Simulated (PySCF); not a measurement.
## NMR shielding calculation of C5H14BNSi

System: C5H14BNSi.
Method: GIAO PBE0/pcSseg-1 NMR shielding, non-relativistic, gas phase (PySCF 2.14.0).

The geometry comes from this level: GFN2-xTB. It belongs to a series of runs on one base structure; here: H on N replaced by allyl. Figures and captions count atoms from 1; the log counts them from 0 in places.

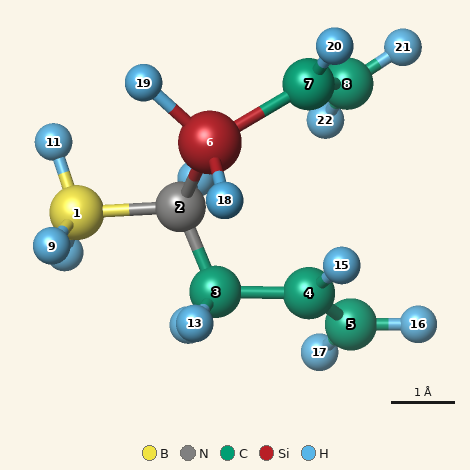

Fig. 1: The structure (ball-and-stick view, seen at a tilt; atoms are numbered from 1 in the order of the input).

**Input**
```
{"job": {"kind": "nmr", "xc": "PBE0", "basis": "pcSseg-1"}, "charge": 0, "multiplicity": 1}
B     -0.571934    -2.298412    -1.078197
N     -0.168846    -0.832284    -0.394934
C     -1.189340     0.161110    -0.752497
C     -1.043520     1.451867    -0.008534
C     -1.944217     1.921086     0.834732
Si     1.534122    -0.391435    -0.738964
C      2.235660     0.502318     0.769227
C      1.643458     0.686627     1.940592
H     -0.474927    -2.152866    -2.256750
H     -1.688623    -2.526227    -0.723292
H      0.211304    -3.083253    -0.638375
H     -0.279522    -1.047279     0.590564
H     -1.107064     0.334837    -1.828821
H     -2.172437    -0.275920    -0.561904
H     -0.124837     1.995664    -0.190399
H     -1.809382     2.853358     1.356027
H     -2.865108     1.395254     1.029171
H      1.479295     0.500037    -1.903161
H      2.315295    -1.593420    -0.997143
H      3.244871     0.877189     0.650320
H      2.127450     1.193029     2.761608
H      0.637894     0.348105     2.139881
```

The first line tells a small driver script what to run in PySCF; the rest is the geometry in Å.

Launch command:
```bash
OMP_NUM_THREADS=1 python <driver script> task.json out
```

**What the program printed**
```
coarse grid: 17888 points
cycle   1  E = -567.3688253595  dE =  6.687e-01  |g| = 4.848e-01  |ddm| = 4.024e+00
cycle   2  E = -567.3836895611  dE = -1.486e-02  |g| = 4.490e-01  |ddm| = 9.758e-01
cycle   3  E = -567.4401212161  dE = -5.643e-02  |g| = 6.116e-02  |ddm| = 4.631e-01
cycle   4  E = -567.4407515116  dE = -6.303e-04  |g| = 3.784e-02  |ddm| = 8.288e-02
cycle   5  E = -567.4411088409  dE = -3.573e-04  |g| = 7.969e-03  |ddm| = 3.490e-02
cycle   6  E = -567.4411252336  dE = -1.639e-05  |g| = 2.054e-03  |ddm| = 9.551e-03
cycle   7  E = -567.4411262986  dE = -1.065e-06  |g| = 4.473e-04  |ddm| = 2.041e-03
final grid: 165376 points
cycle   8  E = -567.4865185174  dE = -5.541e-05  |g| = 8.717e-03  |ddm| = 3.488e-02
cycle   9  E = -567.4865140173  dE =  4.500e-06  |g| = 9.820e-03  |ddm| = 1.617e-02
cycle  10  E = -567.4865385290  dE = -2.451e-05  |g| = 1.566e-03  |ddm| = 9.007e-03
cycle  11  E = -567.4865390946  dE = -5.656e-07  |g| = 2.830e-04  |ddm| = 1.314e-03
cycle  12  E = -567.4865391118  dE = -1.717e-08  |g| = 1.071e-04  |ddm| = 2.886e-04
cycle  13  E = -567.4865391144  dE = -2.646e-09  |g| = 3.150e-05  |ddm| = 9.532e-05
cycle  14  E = -567.4865391146  dE = -2.128e-10  |g| = 8.595e-06  |ddm| = 3.230e-05
```

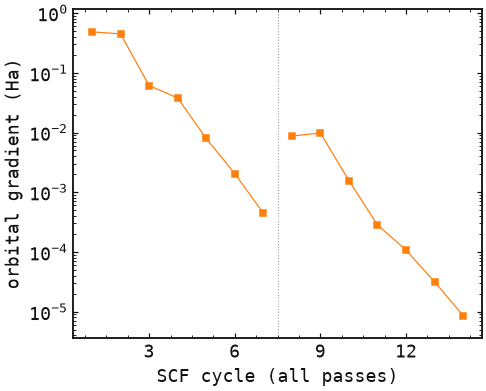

Fig. 2: Convergence of the self-consistent field: orbital gradient against the SCF cycle. The dotted line marks the change from a coarse to the final integration grid. The first 7 cycles use a coarse grid, the final grid takes over at cycle 8, and the field converges after 14 cycles in all.

```
converged SCF energy = -567.4865391146

GIAO shielding tensors (ppm)
atom      isotropic    diamagn.    paramagn.     s11        s22        s33       span
  0 B      118.377     187.567     -69.190     92.339    109.890    152.903     60.564
  1 N      225.823     327.151    -101.329    199.273    225.975    252.220     52.948
  2 C      125.520     247.012    -121.492     99.543    123.533    153.485     53.942
  3 C       40.276     260.808    -220.533    -83.178     44.373    159.631    242.809
  4 C       60.476     254.486    -194.010    -52.051     73.269    160.210    212.261
  5 Si     367.135     882.497    -515.362    327.313    347.487    426.605     99.292
  6 C       47.161     264.073    -216.912    -65.504     33.985    173.002    238.506
  7 C       40.897     257.159    -216.262    -85.667     37.567    170.790    256.457
  8 H       29.514      30.134      -0.620     26.138     27.523     34.881      8.743
  9 H       29.500      30.601      -1.101     26.121     27.662     34.717      8.596
 10 H       29.565      30.627      -1.062     25.949     27.510     35.235      9.286
 11 H       29.653      37.929      -8.276     23.816     26.779     38.364     14.548
 12 H       28.220      31.615      -3.396     25.347     27.302     32.010      6.664
 13 H       28.131      32.775      -4.645     23.451     28.229     32.712      9.261
 14 H       25.497      34.789      -9.293     22.101     24.859     29.530      7.429
 15 H       26.262      30.028      -3.766     23.168     25.328     30.288      7.120
 16 H       26.072      31.543      -5.471     22.393     25.556     30.266      7.873
 17 H       26.950      31.279      -4.328     24.062     25.633     31.156      7.095
 18 H       26.548      30.018      -3.470     22.441     25.859     31.342      8.902
 19 H       25.426      29.568      -4.141     24.169     25.132     26.978      2.809
 20 H       25.049      29.100      -4.051     22.332     24.830     27.986      5.655
 21 H       25.671      35.908     -10.237     21.374     25.851     29.788      8.413
```

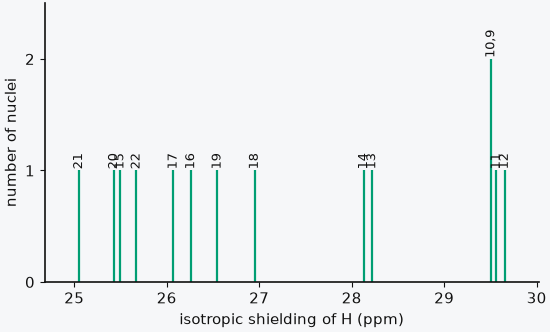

Fig. 3: Isotropic shieldings of the hydrogen nuclei in this fixed geometry, labelled by atom number; shielding grows to the right, so chemical shift grows to the left. The least shielded is H21 (25.0 ppm), the most shielded H12 (29.7 ppm).

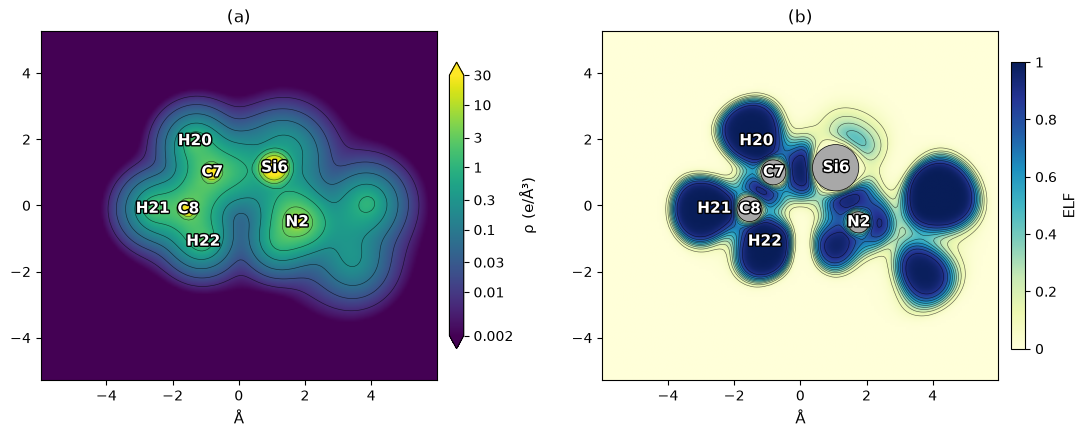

Fig. 4: (a) electron density; (b) electron localisation function on the plane of atoms Si6, C7 and H20. Grey discs, where drawn, cover atomic cores. The section cuts through N, Si, C and H sites. C–C (1.33 Å): ρ at the midpoint is about 2.3 e/Å³; the ELF peaks at about 0.90 between the atoms; a double or triple bond. Si–N (1.79 Å): ρ is about 1 e/Å³ halfway; the ELF peaks at about 0.95 between the atoms (a shared but strongly polarised pair). C–Si (1.89 Å): ρ is about 0.94 e/Å³ halfway; the ELF peaks at about 0.95 between the atoms (a covalent bond).

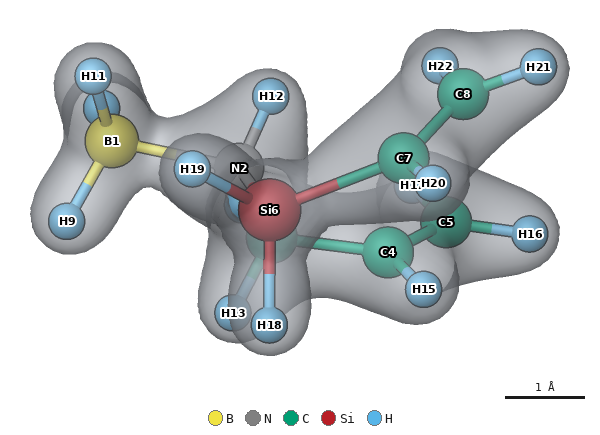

Fig. 5: Isosurface of the electron density at 0.5 e/Å³ (grey), seen from the side. At this value the surface is in one piece. On the grid the lowest density along these lines, outside the cores, is 2.3 e/Å³ (C–C, 1.32 Å), 1.7 e/Å³ (C–N, 1.47 Å), 0.71 e/Å³ (B–N, 1.67 Å) and 0.78 e/Å³ (Si–N, 1.79 Å).

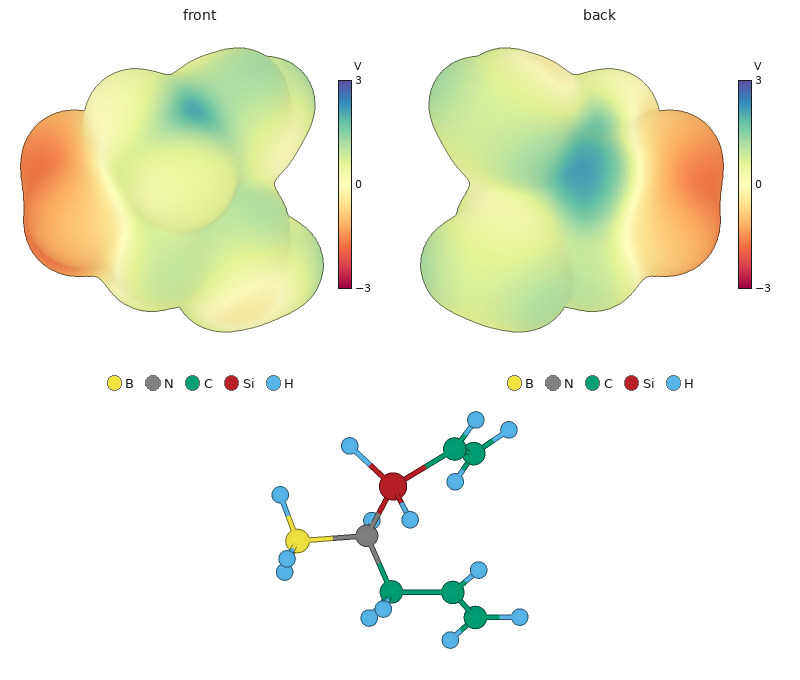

Fig. 6: The molecular electrostatic potential painted on the density surface at 0.002 e/bohr³, seen at a tilt and from behind; red is negative and blue positive. The bare structure is drawn below in the same view. A positive charge is drawn to the negative regions and a negative charge to the positive ones. Its dipole moment is 5.60 D.

**Summary**

| quantity | value |
| --- | --- |
| outcome | converged |
| total energy | −567.486539 hartree |
| HOMO | −7.66 eV |
| LUMO | −0.87 eV |
| dipole moment | 5.60 D |
| isotropic shielding, B | 118.4 ppm |
| isotropic shielding, N | 225.8 ppm |
| isotropic shielding, C | 40.3 to 125.5 ppm |
| isotropic shielding, Si | 367.1 ppm |
| isotropic shielding, H | 25.0 to 29.7 ppm |
| hardware | 1 CPU thread, shared host |
| wall time | 2.7 min |
| peak memory | 0.95 GiB |
